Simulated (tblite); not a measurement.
**Saddle-point search of C3H12AsBSi**

The run: saddle-point search of C3H12AsBSi, SMILES CB(C)[As](C)[SiH3]. Method and program: GFN2-xTB saddle search (eigenvector following) and harmonic vibrations, gas phase (tblite 0.8.0).

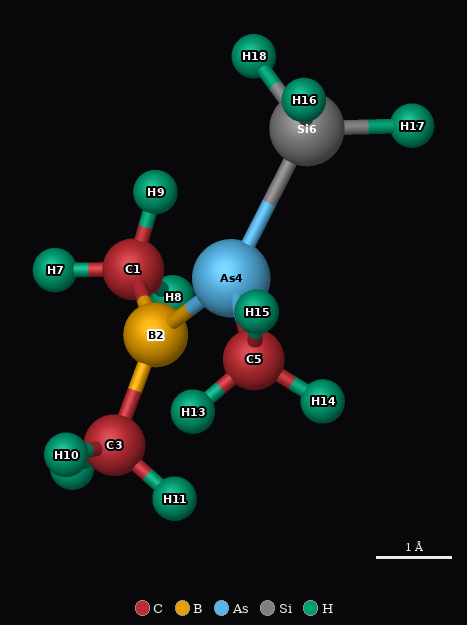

Fig. 1: The input geometry (ball-and-stick view, seen at a tilt; atoms are numbered from 1 in the order of the input). Bond lengths as drawn: As–B 1.89 Å, As–C 1.98 Å, As–Si 2.28 Å, B–C 1.59 to 1.60 Å, C–H 1.09 Å and H–Si 1.47 to 1.48 Å.

## Input
```
{"job": {"xc": "GFN2-xTB", "basis": "xTB", "kind": "saddle"}, "charge": 0, "multiplicity": 1}
C     -2.023305     0.830863     0.932730
B     -1.156632    -0.099722    -0.025709
C     -1.864067    -1.156406    -0.988705
As     0.728499     0.066710     0.014731
C      1.782534    -1.143628    -1.136605
Si     2.118362     1.457114     1.160754
H     -2.753670     0.256340     1.501836
H     -2.594298     1.567932     0.366906
H     -1.406304     1.381752     1.647371
H     -1.537345    -2.177649    -0.781668
H     -1.623829    -0.966229    -2.036717
H     -2.948380    -1.145079    -0.902210
H      1.229678    -2.068950    -1.295276
H      2.002046    -0.707314    -2.111801
H      2.728603    -1.382348    -0.650449
H      3.363118     0.732889     1.452440
H      2.504724     2.692630     0.450194
H      1.450266     1.861095     2.402177
```

The first line tells a small driver script what to run in tblite; the rest is the geometry in Å.

Run on 1 CPU thread, shared host.

Launched with:
```bash
OMP_NUM_THREADS=1 python <driver script> task.json out
```

## Log
```
step      E/eV     max force
  0    -485.03709   0.1471
  1    -485.03928   0.1122
  2    -485.03996   0.1826
  3    -485.04045   0.1588
  4    -485.04288   0.0768
  5    -485.04294   0.1746
  6    -485.04469   0.0479
  7    -485.04572   0.0817
  8    -485.04650   0.0676
  9    -485.04610   0.1661
 10    -485.04718   0.0130
 11    -485.04791   0.0240
 12    -485.04842   0.0566
 13    -485.04822   0.0122
 14    -485.04858   0.0159
 15    -485.04891   0.0200
 16    -485.04925   0.0133
 17    -485.04969   0.0297
 18    -485.05015   0.0260
 19    -485.05056   0.0767
 20    -485.05041   0.0092
 21    -485.05078   0.0127
 22    -485.05110   0.0240
 23    -485.05147   0.0182
 24    -485.05188   0.0447
 25    -485.05167   0.0057
 26    -485.05195   0.0083
 27    -485.05220   0.0149
 28    -485.05242   0.0205
 29    -485.05267   0.0179
 30    -485.05294   0.0382
 31    -485.05332   0.0230
 32    -485.05369   0.0499
 33    -485.05353   0.0103
 34    -485.05378   0.0185
 35    -485.05402   0.0207
 36    -485.05426   0.0127
 37    -485.05455   0.0297
 38    -485.05483   0.0404
 39    -485.05511   0.0318
 40    -485.05516   0.0945
 41    -485.05531   0.0181
 42    -485.05553   0.0201
 43    -485.05573   0.0253
 44    -485.05589   0.0328
 45    -485.05607   0.0196
 46    -485.05627   0.0235
 47    -485.05639   0.0427
 48    -485.05643   0.0188
 49    -485.05621   0.1003
 50    -485.05650   0.0104
 51    -485.05661   0.0140
 52    -485.05665   0.0301
 53    -485.05669   0.0128
 54    -485.05661   0.0578
 55    -485.05673   0.0052
 56    -485.05676   0.0060
 57    -485.05676   0.0134
 58    -485.05676   0.0069
 59    -485.05677   0.0000
lowest wavenumbers (cm-1): -154.0 38.7 49.8 79.0 80.5 92.2
```

## Trajectory as extended XYZ (Å, eV, eV/Å), 12 frames, from step=0 to step=59
```
18
Properties=species:S:1:pos:R:3:forces:R:3 step=0 energy=-485.03709
C    -2.0233    0.8309    0.9327   -0.0010  -0.0040  -0.0060
B    -1.1566   -0.0997   -0.0257   -0.0050   0.0390  -0.0420
C    -1.8641   -1.1564   -0.9887   -0.0010   0.0090   0.0090
As    0.7285    0.0667    0.0147    0.0010  -0.1020   0.1060
C     1.7825   -1.1436   -1.1366    0.0000   0.0290  -0.0340
Si    2.1184    1.4571    1.1608   -0.0120   0.0370  -0.0590
H    -2.7537    0.2563    1.5018    0.0090   0.0020   0.0080
H    -2.5943    1.5679    0.3669    0.0040  -0.0110  -0.0150
H    -1.4063    1.3818    1.6474   -0.0110   0.0080  -0.0090
H    -1.5373   -2.1776   -0.7817    0.0040   0.0160   0.0070
H    -1.6238   -0.9662   -2.0367    0.0010  -0.0050   0.0140
H    -2.9484   -1.1451   -0.9022    0.0020  -0.0090  -0.0020
H     1.2297   -2.0689   -1.2953   -0.0010   0.0060   0.0010
H     2.0020   -0.7073   -2.1118    0.0050   0.0250  -0.0110
H     2.7286   -1.3823   -0.6504   -0.0040  -0.0100   0.0000
H     3.3631    0.7329    1.4524   -0.0060   0.0000   0.0270
H     2.5047    2.6926    0.4502   -0.0090  -0.0220  -0.0020
H     1.4503    1.8611    2.4022    0.0240  -0.0100   0.0090
18
Properties=species:S:1:pos:R:3:forces:R:3 step=5 energy=-485.04294
C    -2.0365    0.8134    0.9462   -0.0770   0.0750   0.0220
B    -1.1581   -0.1099   -0.0080   -0.0160   0.0190   0.0120
C    -1.8596   -1.1745   -0.9663   -0.0280   0.0410   0.0130
As    0.7226    0.0979   -0.0062   -0.0040  -0.0100  -0.0080
C     1.7784   -1.0948   -1.1740    0.0260  -0.0160  -0.0380
Si    2.1351    1.4423    1.1636   -0.0090   0.0040  -0.0030
H    -2.6584    0.2161    1.6193    0.0710   0.0880  -0.0740
H    -2.7263    1.4387    0.3686    0.1020  -0.0930   0.1070
H    -1.4274    1.4836    1.5652   -0.0860  -0.0830  -0.0730
H    -1.5870   -2.1972   -0.7049    0.0150  -0.0330   0.0200
H    -1.5601   -1.0332   -2.0054    0.0070  -0.0090  -0.0330
H    -2.9458   -1.1178   -0.9357    0.0110  -0.0060   0.0050
H     1.1611   -1.9386   -1.4862    0.0440   0.0560   0.0100
H     2.1371   -0.5789   -2.0695   -0.0250  -0.0380   0.0700
H     2.6460   -1.4792   -0.6328   -0.0480   0.0100  -0.0400
H     3.2950    0.6698    1.6293    0.0200  -0.0150   0.0100
H     2.6659    2.5722    0.3793    0.0060   0.0060  -0.0050
H     1.4181    1.9900    2.3176   -0.0080   0.0030   0.0030
18
Properties=species:S:1:pos:R:3:forces:R:3 step=10 energy=-485.04718
C    -2.0378    0.8140    0.9446    0.0030   0.0000   0.0000
B    -1.1598   -0.1090   -0.0089    0.0010   0.0000   0.0000
C    -1.8591   -1.1927   -0.9469    0.0010   0.0020   0.0020
As    0.7211    0.1006   -0.0083    0.0000   0.0000   0.0000
C     1.7774   -1.0689   -1.1976    0.0030  -0.0050  -0.0050
Si    2.1379    1.4371    1.1659   -0.0030  -0.0040  -0.0040
H    -2.6572    0.2215    1.6176   -0.0020  -0.0030   0.0030
H    -2.7248    1.4367    0.3716   -0.0030   0.0020  -0.0020
H    -1.4306    1.4819    1.5603    0.0010   0.0000   0.0010
H    -1.6136   -2.2083   -0.6308    0.0000  -0.0040   0.0040
H    -1.5320   -1.1069   -1.9844    0.0030  -0.0010  -0.0030
H    -2.9439   -1.1153   -0.9447   -0.0050   0.0010  -0.0010
H     1.1413   -1.8634   -1.5856    0.0070   0.0110   0.0000
H     2.1926   -0.5159   -2.0422    0.0000  -0.0040   0.0090
H     2.6046   -1.5235   -0.6505   -0.0090   0.0010  -0.0060
H     3.2659    0.6516    1.6897    0.0040  -0.0030   0.0040
H     2.7207    2.5312    0.3682    0.0030   0.0030  -0.0050
H     1.3971    2.0294    2.2821   -0.0040   0.0050   0.0040
18
Properties=species:S:1:pos:R:3:forces:R:3 step=16 energy=-485.04925
C    -2.0340    0.7968    0.9616    0.0000   0.0000   0.0000
B    -1.1593   -0.1159   -0.0049    0.0000   0.0000   0.0000
C    -1.8630   -1.1997   -0.9390   -0.0020  -0.0050  -0.0030
As    0.7213    0.0977   -0.0096    0.0000   0.0000   0.0000
C     1.7818   -1.0520   -1.2141    0.0030  -0.0050  -0.0060
Si    2.1362    1.4428    1.1566    0.0010   0.0010   0.0010
H    -2.6470    0.1969    1.6341    0.0000  -0.0010   0.0000
H    -2.7271    1.4218    0.3981    0.0000   0.0000   0.0010
H    -1.4250    1.4619    1.5785    0.0000  -0.0010   0.0010
H    -1.6982   -2.2104   -0.5601   -0.0040   0.0090  -0.0030
H    -1.4715   -1.1849   -1.9578   -0.0020  -0.0030   0.0080
H    -2.9402   -1.0616   -1.0054    0.0080   0.0000  -0.0020
H     1.1279   -1.7805   -1.6915    0.0090   0.0090   0.0040
H     2.2752   -0.4673   -1.9928   -0.0040  -0.0070   0.0080
H     2.5501   -1.5905   -0.6568   -0.0080   0.0050  -0.0080
H     3.2347    0.6614    1.7475   -0.0020   0.0010   0.0010
H     2.7630    2.4901    0.3294    0.0000  -0.0030   0.0010
H     1.3751    2.0933    2.2261    0.0010   0.0000  -0.0030
18
Properties=species:S:1:pos:R:3:forces:R:3 step=21 energy=-485.05078
C    -2.0291    0.7778    0.9801    0.0000   0.0000   0.0000
B    -1.1586   -0.1225   -0.0021    0.0000   0.0000   0.0000
C    -1.8686   -1.2010   -0.9366   -0.0030  -0.0070  -0.0040
As    0.7216    0.0952   -0.0128    0.0000   0.0000   0.0000
C     1.7875   -1.0356   -1.2306    0.0000   0.0000  -0.0010
Si    2.1335    1.4451    1.1510    0.0010   0.0020   0.0020
H    -2.6361    0.1691    1.6502    0.0000   0.0000   0.0000
H    -2.7274    1.4074    0.4283    0.0000  -0.0010   0.0010
H    -1.4175    1.4375    1.6002    0.0000  -0.0010   0.0000
H    -1.7935   -2.2006   -0.5039   -0.0050   0.0110  -0.0040
H    -1.4163   -1.2583   -1.9284   -0.0040  -0.0030   0.0100
H    -2.9292   -1.0011   -1.0758    0.0110  -0.0010  -0.0020
H     1.1335   -1.7399   -1.7422    0.0010   0.0010   0.0000
H     2.3040   -0.4349   -1.9810    0.0000   0.0000   0.0010
H     2.5369   -1.6023   -0.6761    0.0000   0.0000  -0.0010
H     3.1926    0.6684    1.8168   -0.0030   0.0020   0.0000
H     2.8140    2.4368    0.2986   -0.0010  -0.0030   0.0010
H     1.3526    2.1590    2.1642    0.0020  -0.0010  -0.0030
18
Properties=species:S:1:pos:R:3:forces:R:3 step=26 energy=-485.05195
C    -2.0245    0.7623    0.9948    0.0000   0.0000   0.0000
B    -1.1578   -0.1284    0.0001    0.0000   0.0000   0.0000
C    -1.8736   -1.2011   -0.9357   -0.0020  -0.0040  -0.0020
As    0.7220    0.0927   -0.0158    0.0000   0.0000   0.0000
C     1.7927   -1.0228   -1.2436    0.0000   0.0000  -0.0010
Si    2.1306    1.4462    1.1477    0.0010   0.0010   0.0010
H    -2.6240    0.1469    1.6654    0.0010   0.0000   0.0000
H    -2.7293    1.3932    0.4529    0.0010  -0.0010   0.0010
H    -1.4106    1.4199    1.6149    0.0000  -0.0010   0.0000
H    -1.8738   -2.1863   -0.4657   -0.0040   0.0070  -0.0020
H    -1.3779   -1.3174   -1.9009   -0.0020  -0.0030   0.0060
H    -2.9145   -0.9531   -1.1341    0.0070   0.0000  -0.0020
H     1.1408   -1.7153   -1.7734    0.0010   0.0010  -0.0010
H     2.3184   -0.4109   -1.9783    0.0000   0.0000   0.0000
H     2.5348   -1.6026   -0.6928    0.0000   0.0000  -0.0010
H     3.1554    0.6756    1.8726   -0.0020   0.0010  -0.0010
H     2.8544    2.3909    0.2786   -0.0010  -0.0010   0.0010
H     1.3369    2.2101    2.1132    0.0010  -0.0010  -0.0020
18
Properties=species:S:1:pos:R:3:forces:R:3 step=32 energy=-485.05369
C    -2.0155    0.7422    1.0131    0.0000   0.0000   0.0000
B    -1.1560   -0.1391    0.0030   -0.0010  -0.0010   0.0010
C    -1.8834   -1.2035   -0.9317   -0.0180  -0.0270  -0.0130
As    0.7228    0.0881   -0.0227    0.0000  -0.0010   0.0000
C     1.8037   -1.0047   -1.2626   -0.0020   0.0040   0.0040
Si    2.1234    1.4476    1.1435    0.0040   0.0050   0.0050
H    -2.6085    0.1207    1.6838    0.0010   0.0000   0.0000
H    -2.7254    1.3775    0.4834    0.0010  -0.0010   0.0010
H    -1.3966    1.3946    1.6337    0.0000   0.0000   0.0000
H    -2.0213   -2.1503   -0.4041    0.0000   0.0420  -0.0270
H    -1.3210   -1.4295   -1.8403   -0.0250   0.0020   0.0340
H    -2.8766   -0.8753   -1.2372    0.0420  -0.0170   0.0070
H     1.1581   -1.6863   -1.8132   -0.0060  -0.0050  -0.0050
H     2.3361   -0.3775   -1.9790    0.0030   0.0060  -0.0050
H     2.5405   -1.5956   -0.7170    0.0050  -0.0030   0.0040
H     3.1146    0.6866    1.9249   -0.0060   0.0060  -0.0050
H     2.8873    2.3475    0.2612   -0.0040  -0.0050   0.0060
H     1.3177    2.2570    2.0613    0.0060  -0.0050  -0.0060
18
Properties=species:S:1:pos:R:3:forces:R:3 step=37 energy=-485.05455
C    -2.0117    0.7339    1.0204    0.0000   0.0000   0.0000
B    -1.1551   -0.1442    0.0048    0.0000  -0.0010   0.0000
C    -1.8871   -1.2045   -0.9302   -0.0110  -0.0160  -0.0070
As    0.7232    0.0865   -0.0257    0.0000   0.0000   0.0000
C     1.8081   -0.9976   -1.2699    0.0000   0.0010   0.0010
Si    2.1204    1.4481    1.1420    0.0000   0.0010   0.0000
H    -2.6014    0.1104    1.6922    0.0000   0.0000   0.0000
H    -2.7244    1.3698    0.4951    0.0000   0.0000   0.0000
H    -1.3909    1.3856    1.6399    0.0000   0.0000   0.0000
H    -2.0915   -2.1268   -0.3827    0.0010   0.0250  -0.0160
H    -1.2989   -1.4825   -1.8068   -0.0150   0.0010   0.0200
H    -2.8503   -0.8421   -1.2874    0.0240  -0.0100   0.0040
H     1.1656   -1.6801   -1.8234   -0.0010  -0.0010  -0.0020
H     2.3375   -0.3651   -1.9840    0.0010   0.0020  -0.0010
H     2.5476   -1.5872   -0.7264    0.0010  -0.0010   0.0010
H     3.1018    0.6909    1.9386   -0.0010   0.0010  -0.0010
H     2.8950    2.3355    0.2574   -0.0010   0.0000   0.0010
H     1.3122    2.2694    2.0462    0.0000  -0.0010   0.0000
18
Properties=species:S:1:pos:R:3:forces:R:3 step=42 energy=-485.05553
C    -2.0068    0.7253    1.0278    0.0000   0.0000   0.0000
B    -1.1538   -0.1517    0.0077    0.0000   0.0000   0.0000
C    -1.8920   -1.2079   -0.9262   -0.0080  -0.0100  -0.0060
As    0.7237    0.0840   -0.0296    0.0000   0.0000   0.0000
C     1.8140   -0.9896   -1.2783    0.0010  -0.0020  -0.0020
Si    2.1161    1.4495    1.1393    0.0020   0.0030   0.0020
H    -2.5922    0.1014    1.7029    0.0000   0.0000   0.0000
H    -2.7229    1.3605    0.5064    0.0000   0.0000   0.0000
H    -1.3836    1.3777    1.6441    0.0000   0.0000   0.0000
H    -2.1892   -2.0894   -0.3556    0.0020   0.0160  -0.0120
H    -1.2727   -1.5601   -1.7530   -0.0110   0.0020   0.0130
H    -2.8069   -0.8024   -1.3567    0.0170  -0.0080   0.0040
H     1.1742   -1.6640   -1.8450    0.0030   0.0030   0.0020
H     2.3496   -0.3493   -1.9809   -0.0020  -0.0030   0.0020
H     2.5487   -1.5875   -0.7367   -0.0030   0.0020  -0.0030
H     3.0981    0.6956    1.9386   -0.0020   0.0020  -0.0030
H     2.8899    2.3370    0.2537   -0.0020  -0.0020   0.0030
H     1.3055    2.2709    2.0416    0.0030  -0.0030  -0.0030
18
Properties=species:S:1:pos:R:3:forces:R:3 step=48 energy=-485.05643
C    -2.0010    0.7113    1.0408   -0.0040   0.0010   0.0010
B    -1.1522   -0.1616    0.0132   -0.0010   0.0000   0.0000
C    -1.8968   -1.2099   -0.9237    0.0080   0.0090   0.0060
As    0.7242    0.0810   -0.0329    0.0000   0.0000   0.0000
C     1.8194   -0.9803   -1.2879    0.0030  -0.0060  -0.0080
Si    2.1117    1.4525    1.1349    0.0050   0.0080   0.0080
H    -2.5592    0.0836    1.7355    0.0030   0.0030  -0.0040
H    -2.7406    1.3269    0.5287    0.0040  -0.0030   0.0030
H    -1.3772    1.3816    1.6371   -0.0020  -0.0020  -0.0010
H    -2.3291   -2.0212   -0.3387   -0.0080  -0.0120   0.0120
H    -1.2435   -1.6670   -1.6674    0.0130  -0.0070  -0.0100
H    -2.7252   -0.7515   -1.4615   -0.0120   0.0100  -0.0080
H     1.1808   -1.6376   -1.8762    0.0100   0.0090   0.0080
H     2.3684   -0.3302   -1.9713   -0.0060  -0.0090   0.0070
H     2.5429   -1.5952   -0.7497   -0.0070   0.0070  -0.0080
H     3.0934    0.7035    1.9403   -0.0080   0.0080  -0.0080
H     2.8858    2.3371    0.2460   -0.0070  -0.0080   0.0090
H     1.2980    2.2769    2.0326    0.0100  -0.0090  -0.0090
18
Properties=species:S:1:pos:R:3:forces:R:3 step=53 energy=-485.05669
C    -2.0010    0.7141    1.0376    0.0000   0.0000   0.0010
B    -1.1519   -0.1630    0.0139    0.0000   0.0000   0.0000
C    -1.8973   -1.2112   -0.9224    0.0010   0.0000   0.0000
As    0.7241    0.0825   -0.0350    0.0000   0.0000   0.0000
C     1.8208   -0.9821   -1.2860    0.0000   0.0000  -0.0010
Si    2.1113    1.4526    1.1347    0.0050   0.0070   0.0060
H    -2.5578    0.0895    1.7359    0.0000   0.0010  -0.0010
H    -2.7418    1.3261    0.5230    0.0010   0.0000   0.0010
H    -1.3777    1.3883    1.6299   -0.0010  -0.0010   0.0000
H    -2.3911   -1.9846   -0.3343   -0.0010   0.0000   0.0000
H    -1.2314   -1.7178   -1.6224    0.0000   0.0000   0.0010
H    -2.6802   -0.7345   -1.5116    0.0010   0.0000   0.0000
H     1.1859   -1.6574   -1.8569    0.0010   0.0010   0.0010
H     2.3530   -0.3359   -1.9856    0.0000   0.0000   0.0000
H     2.5584   -1.5776   -0.7461    0.0000   0.0000  -0.0010
H     3.1323    0.6970    1.8820   -0.0080   0.0070  -0.0060
H     2.8394    2.3889    0.2595   -0.0050  -0.0070   0.0080
H     1.3052    2.2250    2.0837    0.0080  -0.0060  -0.0080
18
Properties=species:S:1:pos:R:3:forces:R:3 step=59 energy=-485.05677
C    -1.9998    0.7064    1.0451    0.0000   0.0000   0.0000
B    -1.1512   -0.1672    0.0178    0.0000   0.0000   0.0000
C    -1.8973   -1.2118   -0.9219    0.0000   0.0000   0.0000
As    0.7241    0.0822   -0.0349    0.0000   0.0000   0.0000
C     1.8202   -0.9770   -1.2910    0.0000   0.0000   0.0000
Si    2.1109    1.4541    1.1332    0.0000   0.0000   0.0000
H    -2.5487    0.0792    1.7474    0.0000   0.0000   0.0000
H    -2.7471    1.3133    0.5342    0.0000   0.0000   0.0000
H    -1.3770    1.3847    1.6333    0.0000   0.0000   0.0000
H    -2.4357   -1.9575   -0.3373    0.0000   0.0000   0.0000
H    -1.2250   -1.7520   -1.5896    0.0000   0.0000   0.0000
H    -2.6440   -0.7218   -1.5464    0.0000   0.0000   0.0000
H     1.1844   -1.6460   -1.8683    0.0000   0.0000   0.0000
H     2.3553   -0.3268   -1.9847    0.0000   0.0000   0.0000
H     2.5554   -1.5786   -0.7546    0.0000   0.0000   0.0000
H     3.1198    0.7022    1.8994    0.0000   0.0000   0.0000
H     2.8529    2.3732    0.2529    0.0000   0.0000   0.0000
H     1.3027    2.2433    2.0653    0.0000   0.0000   0.0000
```

## Summary

```csv
quantity,value
outcome,converged
total energy,−485.0568 eV
point group,Cs
wall time,12 s
peak memory,0.2 GiB
```
